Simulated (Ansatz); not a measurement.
**C2H8FOPSi: phonon calculation**

The run: phonon calculation of C2H8FOPSi, SMILES CO[SiH](P)CF. Method and program: RKS PBE0-D4/def2-SVP (Ansatz 0.2.0).

It belongs to a series of runs on one base structure; here: vibrations at the highest image of the band. Figures and captions count atoms from 1; the log counts them from 0 in places.

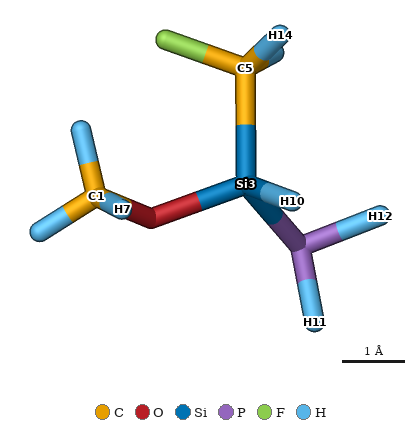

Fig. 1: The structure as given in the input (stick view, seen at a tilt; atoms are numbered from 1 in the order of the input).

### The input
```yaml
crystal:
  periodic: [false, false, false]
  atoms:
    - { symbol: C, position_ang: [0.30137, -1.562351, 1.583735] }
    - { symbol: O, position_ang: [-0.548894, -1.03991, 0.59381] }
    - { symbol: Si, position_ang: [-0.057888, 0.006024, -0.595409] }
    - { symbol: P, position_ang: [-1.876646, 0.392113, -1.86681] }
    - { symbol: C, position_ang: [0.512628, 1.664295, 0.185927] }
    - { symbol: F, position_ang: [0.417764, 1.589689, 1.562611] }
    - { symbol: H, position_ang: [1.168012, -2.090298, 1.143826] }
    - { symbol: H, position_ang: [-0.266878, -2.287729, 2.184986] }
    - { symbol: H, position_ang: [0.674963, -0.769577, 2.251792] }
    - { symbol: H, position_ang: [1.088711, -0.588514, -1.360188] }
    - { symbol: H, position_ang: [-1.772868, -0.849407, -2.56584] }
    - { symbol: H, position_ang: [-1.098426, 1.097806, -2.84037] }
    - { symbol: H, position_ang: [-0.111741, 2.507426, -0.161912] }
    - { symbol: H, position_ang: [1.556894, 1.901231, -0.08726] }
basis:
  gaussian: { orbitals: def2-SVP }
hamiltonian:
  xc: pbe0
  dispersion: d4
phonons: {}
```

Launch command:
```bash
ansatz run input.yaml --threads 2 --pin off --max-ram 3072MiB --backend cpu --events-out ev --progress --plain --runs-dir out
```

### Log
```
Engine: ansatz 0.2.0, aarch64-unknown-linux-gnu
Functional definition: PBE0
  parameter a = 0.25
  parameter kappa = 0.804
  parameter beta = 0.06672455060314922
  exchange = (1 - a)*pbe_x(kappa = kappa, mu = beta*pi^2/3) + a*exact_x
  correlation = pbe_c(beta = beta)
1395 factors; integrals over basis functions are off by at most 3.7e-4 eV
mean field evaluation 1: about -24105.5065 eV, gradient 4.7e1 eV
mean field evaluation 2: about -24101.6916 eV, gradient 6.6e1 eV
mean field evaluation 4: about -24110.1879 eV, gradient 2.6e0 eV
mean field evaluation 8: about -24110.2229 eV, gradient 1.6e-1 eV
mean field evaluation 16: about -24110.2229 eV, gradient 2.8e-5 eV
mean field -24110.22294868 eV, -886.0343508678 hartree, gradient 2.8e-5 eV, S^2 0.000000; 0 other end points of the search recorded, 0 dependent functions left out
the calculation of the forces begins
reference -24110.22297707 eV, -886.0343519114 hartree; 33, 33 occupied and 99, 99 virtual orbitals, 1395 factors
these checks for a lower state are left out or cut short: stability, starts, cluster_reference, orbital_swaps, neighbouring_geometries, increment
1395 factors; integrals over basis functions are off by at most 3.7e-4 eV
mean field -24110.22276608 eV, -886.0343441574 hartree, gradient 2.1e-6 eV, S^2 0.000000; 0 other end points of the search recorded, 0 dependent functions left out
[... from here on the field's lines of each further geometry are left out, up to the last ...]
the calculation of the forces begins
reference -24110.22295598 eV, -886.0343511361 hartree; 33, 33 occupied and 99, 99 virtual orbitals, 1395 factors
these checks for a lower state are left out or cut short: stability, starts, cluster_reference, orbital_swaps, neighbouring_geometries, increment
1395 factors; integrals over basis functions are off by at most 3.8e-4 eV
mean field evaluation 512: about -24110.2229 eV, gradient 2.0e-6 eV
mean field -24110.22292480 eV, -886.0343499903 hartree, gradient 2.0e-6 eV, S^2 0.000000; 0 other end points of the search recorded, 0 dependent functions left out
the calculation of the forces begins
reference -24110.22295319 eV, -886.0343510336 hartree; 33, 33 occupied and 99, 99 virtual orbitals, 1395 factors
WARN: phonons: modes at or below zero, which the zero-point energy, F, S and C_V leave out: 1, the lowest at -83.89 cm⁻¹. A minimum has none, and a first-order saddle one
Total energy: -24110.50409965 eV, -886.0446829755 hartree
Atom 0 at     0.301370    -1.562351     1.583735 Å, force    -0.010705    -0.004337     0.001209 eV/Å
Atom 1 at    -0.548894    -1.039910     0.593810 Å, force     0.014810    -0.001267    -0.001929 eV/Å
Atom 2 at    -0.057888     0.006024    -0.595409 Å, force    -0.000889     0.003112     0.003703 eV/Å
Atom 3 at    -1.876646     0.392113    -1.866810 Å, force     0.003696    -0.005027     0.003393 eV/Å
Atom 4 at     0.512628     1.664295     0.185927 Å, force    -0.003329     0.009069    -0.007701 eV/Å
Atom 5 at     0.417764     1.589689     1.562611 Å, force     0.001328    -0.002599     0.009561 eV/Å
Atom 6 at     1.168012    -2.090298     1.143826 Å, force    -0.000718     0.000017     0.000582 eV/Å
Atom 7 at    -0.266878    -2.287729     2.184986 Å, force    -0.000025     0.000425    -0.000132 eV/Å
Atom 8 at     0.674963    -0.769577     2.251792 Å, force     0.000207     0.002508     0.000936 eV/Å
Atom 9 at     1.088711    -0.588514    -1.360188 Å, force    -0.001305     0.000082    -0.001383 eV/Å
Atom 10 at    -1.772868    -0.849407    -2.565840 Å, force    -0.001559     0.001418    -0.003366 eV/Å
Atom 11 at    -1.098426     1.097806    -2.840370 Å, force    -0.001273     0.003681     0.002741 eV/Å
Atom 12 at    -0.111741     2.507426    -0.161912 Å, force    -0.000120    -0.002755    -0.006058 eV/Å
Atom 13 at     1.556894     1.901231    -0.087260 Å, force    -0.000116    -0.004327    -0.001557 eV/Å
Dipole moment:     0.374397    -0.022005    -0.252344 e Å
Vibrations: -83.89 95.88 105.83 116.31 131.45 145.05 183.77 248.98 370.18 472.31 601.06 641.17 683.84 741.23 780.27 842.98 876.34 1082.19 1094.39 1167.10 1178.51 1216.32 1247.96 1312.70 1454.59 1468.96 1472.06 1485.28 2185.35 2389.10 2416.90 3020.84 3040.73 3101.69 3114.22 3151.27 cm⁻¹, zero-point energy 2.705139 eV
```

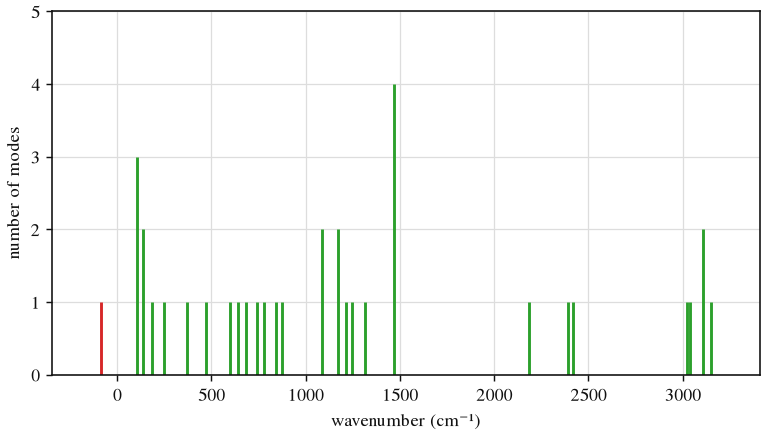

Fig. 2: Harmonic vibrational wavenumbers from the force constants; neighbouring modes closer than 15 cm⁻¹ are counted in one stick, and imaginary ones are drawn at negative wavenumbers. 36 modes from 84i to 3151 cm⁻¹, 1 imaginary beyond 8i (84i cm⁻¹): not a clean minimum; so soft a mode can be a shallow saddle, an incomplete relaxation or noise of the force constants.

### Summary

- outcome: converged
- total energy: −24110.5041 eV
- mean-field energy: −24110.2230 eV
- largest force (length of the vector): 0.015 eV/Å
- hardware: 2 threads of Arm Neoverse V1, 24 GiB of memory available, shared host
- wall time: 4.5 min (CPU time 8.8 min)
- peak memory: 0.34 GiB
